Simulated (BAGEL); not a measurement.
**BGeH5 (SMILES [BH2][GeH3]): a chain of runs**

Wanted: a single-point energy (HF/6-31G*), then the energy (NEVPT2(2,2)/6-31G*), then a single-point energy (CASPT2(2,2)/6-31G*) of BGeH5. 

The calculation is run with BAGEL 1.2.2.

2 further runs of the same task are left out: 2 set aside as unsound or not needed.

## (1) The structure to begin with

BGeH5 has 7 atoms, charge 0, and is taken as a singlet. As SMILES, `[BH2][GeH3]`. The Ge2–H5 distance was set to 4.318 Å, away from the relaxed value. At this shape a bond of the SMILES string is far longer than usual.

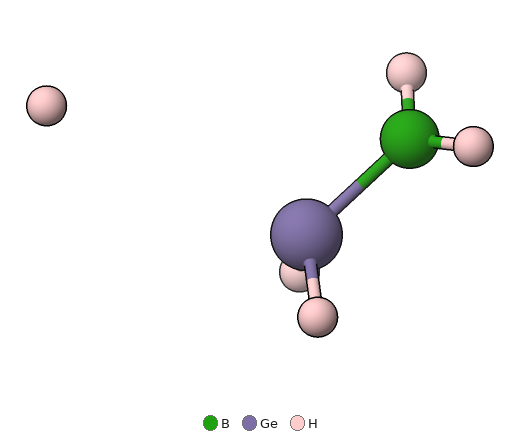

The structure, seen from a chosen angle (boron green, germanium purple, hydrogen pink).

## (2) The energy at HF/6-31G(d) (density fitting with svp-jkfit, spherical functions) (run 1)

Contents of hf.json:

```json
{ "bagel" : [

{
  "title" : "molecule",
  "basis" : "6-31gs.json",
  "df_basis" : "svp-jkfit",
  "angstrom" : true,
  "geometry" : [
    { "atom" : "B", "xyz" : [    1.177518,   -1.640286,    2.749977 ] },
    { "atom" : "Ge", "xyz" : [    1.218918,    0.365614,    2.298477 ] },
    { "atom" : "H", "xyz" : [    0.125618,   -2.205086,    2.794677 ] },
    { "atom" : "H", "xyz" : [    2.167718,   -2.269786,    2.970477 ] },
    { "atom" : "H", "xyz" : [   -0.601100,    1.019700,   -1.562200 ] },
    { "atom" : "H", "xyz" : [    0.370218,    1.145714,    3.322577 ] },
    { "atom" : "H", "xyz" : [    2.622518,    0.993214,    2.271577 ] }
  ]
},
{
  "title" : "hf"
},
{
  "title" : "print",
  "file" : "orbitals.molden",
  "orbitals" : true
}

]}
```

The basis set 6-31G* is read from a file made from the Basis Set Exchange's data (not shown).

Launch:

```
BAGEL_NUM_THREADS=1 BAGEL hf.json > hf.out
```

Log:

```text
* using 1 threads per process

  ===============================================================
  ===============================================================

  *** Geometry ***

  { "atom" : "B", "xyz" : [      2.225187,     -3.099691,      5.196703 ] },
  { "atom" : "Ge", "xyz" : [      2.303421,      0.690910,      4.343492 ] },
  { "atom" : "H", "xyz" : [      0.237384,     -4.167009,      5.281174 ] },
  { "atom" : "H", "xyz" : [      4.096393,     -4.289274,      5.613388 ] },
  { "atom" : "H", "xyz" : [     -1.135914,      1.926954,     -2.952130 ] },
  { "atom" : "H", "xyz" : [      0.699611,      2.165086,      6.278761 ] },
  { "atom" : "H", "xyz" : [      4.955841,      1.876902,      4.292658 ] },

  Number of auxiliary basis functions:      431

  Since a DF basis is specified, we compute 2- and 3-index integrals:
    o Being stored without compression. Storage requirement is 0.011 GB

  Number of basis functions:       56
  Number of electrons      :       42

    * METHOD: MOLECULE                             0.18

  *** RHF ***

  === Nuclear Repulsion ===
    87.0643991088

      * DIIS with orbital gradients will be used.

  === RHF iteration (6-31gs.json) ===
      0      -2102.29729859          0.01100729           0.04
      1      -2102.28234575          0.01193448           0.04
      2      -2102.37364428          0.00307950           0.04
      3      -2102.37880582          0.00080085           0.04
      4      -2102.37924658          0.00019225           0.04
      5      -2102.37927568          0.00007226           0.04
      6      -2102.37927866          0.00002968           0.04
      7      -2102.37927916          0.00000920           0.04
      8      -2102.37927924          0.00000314           0.04
      9      -2102.37927925          0.00000064           0.04
     10      -2102.37927925          0.00000032           0.04
     11      -2102.37927925          0.00000008           0.04
     12      -2102.37927925          0.00000004           0.04
     13      -2102.37927925          0.00000002           0.04
     14      -2102.37927925          0.00000001           0.04
    * SCF iteration converged.

    * Permanent dipole moment:
           (   -0.732391,     0.542945,    -1.615419) a.u.

    * METHOD: HF                                   0.73

    * METHOD: PRINT                                0.01

  ===============================================================
```

Run time: 1.1 s. Hardware: 1 thread of Arm Neoverse V1, shared host; peak memory 0.15 GiB.

## (3) A single-point energy at NEVPT2(2,2)/6-31G(d) (density fitting with svp-jkfit, spherical functions) (run 2)

Contents of job.json:

```json
{ "bagel": [

{
  "title": "molecule",
  "basis": "6-31gs.json",
  "df_basis": "svp-jkfit",
  "angstrom": "true",
  "geometry": [
    { "atom": "B", "xyz": [    1.177518,   -1.640286,    2.749977 ] },
    { "atom": "Ge", "xyz": [    1.218918,    0.365614,    2.298477 ] },
    { "atom": "H", "xyz": [    0.125618,   -2.205086,    2.794677 ] },
    { "atom": "H", "xyz": [    2.167718,   -2.269786,    2.970477 ] },
    { "atom": "H", "xyz": [   -0.601100,    1.019700,   -1.562200 ] },
    { "atom": "H", "xyz": [    0.370218,    1.145714,    3.322577 ] },
    { "atom": "H", "xyz": [    2.622518,    0.993214,    2.271577 ] }
  ]
},
{
  "title": "hf"
},
{
  "title": "casscf",
  "nstate": 1,
  "nact": 2,
  "nclosed": 20,
  "active": [21, 22],
  "maxiter": 200,
  "natocc": "true"
},
{
  "title": "nevpt2",
  "nstate": 1,
  "nact": 2,
  "nclosed": 20,
  "active": [21, 22],
  "maxiter": 200,
  "natocc": "true",
  "ncore": 10
},
{
  "title": "print",
  "file": "orbitals.molden",
  "orbitals": "true"
}

]}
```

The basis set 6-31G* is read from a file made from the Basis Set Exchange's data (not shown).

Launch:

```
BAGEL_NUM_THREADS=1 BAGEL job.json > job.out
```

Log:

```text
* using 1 threads per process

  ===============================================================
  ===============================================================

  *** Geometry ***

  { "atom" : "B", "xyz" : [      2.225187,     -3.099691,      5.196703 ] },
  { "atom" : "Ge", "xyz" : [      2.303421,      0.690910,      4.343492 ] },
  { "atom" : "H", "xyz" : [      0.237384,     -4.167009,      5.281174 ] },
  { "atom" : "H", "xyz" : [      4.096393,     -4.289274,      5.613388 ] },
  { "atom" : "H", "xyz" : [     -1.135914,      1.926954,     -2.952130 ] },
  { "atom" : "H", "xyz" : [      0.699611,      2.165086,      6.278761 ] },
  { "atom" : "H", "xyz" : [      4.955841,      1.876902,      4.292658 ] },

  Number of auxiliary basis functions:      431

  Since a DF basis is specified, we compute 2- and 3-index integrals:
    o Being stored without compression. Storage requirement is 0.011 GB

  Number of basis functions:       56
  Number of electrons      :       42

    * METHOD: MOLECULE                             0.18

  *** RHF ***

  === Nuclear Repulsion ===
    87.0643991088

      * DIIS with orbital gradients will be used.

  === RHF iteration (6-31gs.json) ===
      0      -2102.29729859          0.01100729           0.04
      1      -2102.28234575          0.01193448           0.04
      2      -2102.37364428          0.00307950           0.04
      3      -2102.37880582          0.00080085           0.04
      4      -2102.37924658          0.00019225           0.04
      5      -2102.37927568          0.00007226           0.04
      6      -2102.37927866          0.00002968           0.04
      7      -2102.37927916          0.00000920           0.04
      8      -2102.37927924          0.00000314           0.04
      9      -2102.37927925          0.00000064           0.04
     10      -2102.37927925          0.00000032           0.04
     11      -2102.37927925          0.00000008           0.04
     12      -2102.37927925          0.00000004           0.04
     13      -2102.37927925          0.00000002           0.04
     14      -2102.37927925          0.00000001           0.04
    * SCF iteration converged.

    * Permanent dipole moment:
           (   -0.732391,     0.542945,    -1.615419) a.u.

    * METHOD: HF                                   0.73

  ---------------------------
      CASSCF calculation
  ---------------------------

    ==== Active orbitals : =====
         Orbital 21
         Orbital 22
    ============================

    * nstate   :      1
    * nclosed  :     20
    * nact     :      2
    * nvirt    :     34
  === CASSCF iteration (6-31gs.json) ===

    * Using the second-order algorithm

      0  0     -2102.49375785     8.64e-03      0.02

      1  0     -2102.51498907     4.04e-04      0.19

      2  0     -2102.51503735     5.00e-05      0.19

      3  0     -2102.51503782     9.18e-06      0.18

      4  0     -2102.51503783     1.70e-06      0.19

      5  0     -2102.51503784     3.15e-07      0.18

      6  0     -2102.51503784     5.83e-08      0.16

      7  0     -2102.51503784     1.08e-08      0.15

      8  0     -2102.51503784     2.01e-09      0.14

    * Second-order optimization converged. *

     guess   0:   closed 1.                   open ..

  === FCI iteration ===

      0  0     -2102.35880983     9.03e-02      0.00
      1  0     -2102.51105500     1.83e-02      0.00
      2  0 *   -2102.51503784     6.11e-16      0.00

     * ci vector, state   0, <S^2> = 0.0000
       2.     0.7517768931
       .2    -0.6594175483

    * METHOD: CASSCF                               1.50

    * freezing 10 orbitals

  === DF-NEVPT2 calculation ===

    * 3-index integral transformation done
    * assembly done

      NEVPT2 correlation energy:   -0.3078224291      0.05

          (+0)     -0.2795195945
          (+0)'    -0.0043197929
          (+1)     -0.0055348749
          (+1)'    -0.0000000000
          (+2)     -0.0000119186
          (-1)     -0.0184248406
          (-1)'     0.0000000000
          (-2)     -0.0000114076

      NEVPT2 total energy:       -2102.8228602645

    * METHOD: NEVPT2                               0.12

    * METHOD: PRINT                                0.01

  ===============================================================
```

Wall time 2.7 s (1 thread of Arm Neoverse V1, shared host); peak memory 0.15 GiB.

## (4) A single-point energy at CASPT2(2,2)/6-31G(d) (density fitting with svp-jkfit, spherical functions) (run 3)

Contents of calc.json:

```json
{ "bagel": [

{
  "title": "molecule",
  "basis": "6-31gs.json",
  "df_basis": "svp-jkfit",
  "angstrom": "true",
  "geometry": [
    { "atom": "B", "xyz": [    1.177518,   -1.640286,    2.749977 ] },
    { "atom": "Ge", "xyz": [    1.218918,    0.365614,    2.298477 ] },
    { "atom": "H", "xyz": [    0.125618,   -2.205086,    2.794677 ] },
    { "atom": "H", "xyz": [    2.167718,   -2.269786,    2.970477 ] },
    { "atom": "H", "xyz": [   -0.601100,    1.019700,   -1.562200 ] },
    { "atom": "H", "xyz": [    0.370218,    1.145714,    3.322577 ] },
    { "atom": "H", "xyz": [    2.622518,    0.993214,    2.271577 ] }
  ]
},
{
  "title": "hf"
},
{
  "title": "casscf",
  "nstate": 1,
  "nact": 2,
  "nclosed": 20,
  "active": [21, 22],
  "maxiter": 200,
  "natocc": "true"
},
{
  "title": "print",
  "file": "orbitals.molden",
  "orbitals": "true"
},
{
  "title": "smith",
  "method": "caspt2",
  "ms": "true",
  "xms": "true",
  "sssr": "true",
  "shift": 0.2,
  "shift_imag": "true",
  "ncore": 10
}

]}
```

The basis set 6-31G* is read from a file made from the Basis Set Exchange's data (not shown).

Launch:

```
BAGEL_NUM_THREADS=1 BAGEL calc.json > calc.out
```

Log:

```text
* using 1 threads per process

  ===============================================================
  ===============================================================

  *** Geometry ***

  { "atom" : "B", "xyz" : [      2.225187,     -3.099691,      5.196703 ] },
  { "atom" : "Ge", "xyz" : [      2.303421,      0.690910,      4.343492 ] },
  { "atom" : "H", "xyz" : [      0.237384,     -4.167009,      5.281174 ] },
  { "atom" : "H", "xyz" : [      4.096393,     -4.289274,      5.613388 ] },
  { "atom" : "H", "xyz" : [     -1.135914,      1.926954,     -2.952130 ] },
  { "atom" : "H", "xyz" : [      0.699611,      2.165086,      6.278761 ] },
  { "atom" : "H", "xyz" : [      4.955841,      1.876902,      4.292658 ] },

  Number of auxiliary basis functions:      431

  Since a DF basis is specified, we compute 2- and 3-index integrals:
    o Being stored without compression. Storage requirement is 0.011 GB

  Number of basis functions:       56
  Number of electrons      :       42

    * METHOD: MOLECULE                             0.18

  *** RHF ***

[... 11 lines left out ...]
    * SCF iteration converged.
[... 1 line left out ...]
    * Permanent dipole moment:
[... 27 lines left out ...]
    * Second-order optimization converged. *
[... 9 lines left out ...]
     * ci vector, state   0, <S^2> = 0.0000
[... 16 lines left out ...]
    * Zeroth order energy : state  0       -0.3282627358

    * CASPT2 iteration is performed using orthogonal basis

      -------------------------------------------  CASPT2 iteration  ---------------------------------------------------
       #      aibj      arbs      arbi      airj      risj      airs      arst      rist         Etot      error   time
      ------------------------------------------------------------------------------------------------------------------

       0  -0.27845  -0.00002  -0.02016  -0.00605  -0.00002  -0.00413  -0.00000  -0.00000   -0.3088288  0.0003980   0.02
       1  -0.27845  -0.00002  -0.02017  -0.00605  -0.00002  -0.00417  -0.00000  -0.00000   -0.3088808  0.0000453   0.02
       2  -0.27845  -0.00002  -0.02017  -0.00605  -0.00002  -0.00417  -0.00000  -0.00000   -0.3088815  0.0000035   0.02
       3  -0.27845  -0.00002  -0.02017  -0.00605  -0.00002  -0.00417  -0.00000  -0.00000   -0.3088815  0.0000004   0.02

      ------------------------------------------------------------------------------------------------------------------

    * CASPT2 energy : state  0    -2102.8256445990
        w/o shift correction      -2102.8239193348
        reference weight              0.9178619891

    * METHOD: SMITH                                0.18

  ===============================================================
```

Run time: 2.7 s. Hardware: 1 thread of Arm Neoverse V1, shared host; peak memory 0.15 GiB.

## (5) What came out

```
                               quantity           value
         run 1, HF/6-31G*: total energy  -2102.37928 Eh
        run 1, HF/6-31G*: dipole moment          4.71 D
          run 1, HF/6-31G*: HOMO energy        -6.58 eV
          run 1, HF/6-31G*: LUMO energy        -2.23 eV
        run 1, HF/6-31G*: HOMO–LUMO gap         4.35 eV
run 2, NEVPT2(2,2)/6-31G*: total energy  -2102.82286 Eh
run 3, CASPT2(2,2)/6-31G*: total energy  -2102.82564 Eh
```

In words: One bond (run 1, HF/6-31G*) is far stretched, which a spin-restricted single reference describes badly; a broken-symmetry solution may lie lower.
